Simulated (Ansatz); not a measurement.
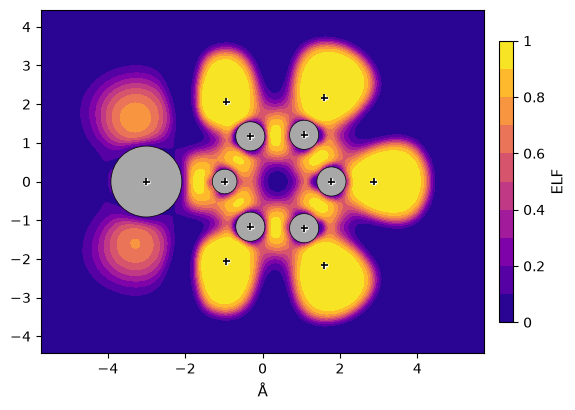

The electron localisation function on a plane through atoms (crosses mark nuclei in the plane; grey discs cover the cores).

Method: Ansatz, RKS PBE0-D4/def2-TZVP.

Candidates:
A. C3H7Cl3GeO
B. B3Ta3
C. C5H5F3GaN

Q: Which candidate gave the map?

A: Candidate C: C5H5F3GaN on the plane of atoms C6, C5 and H10, which holds Ga, N, C and H. C–N (1.34 Å): the ELF peaks at about 0.90 between the atoms, as expected for a covalent bond. C–C (1.39 Å): the ELF peaks at about 0.95 between the atoms, as expected for a covalent bond.
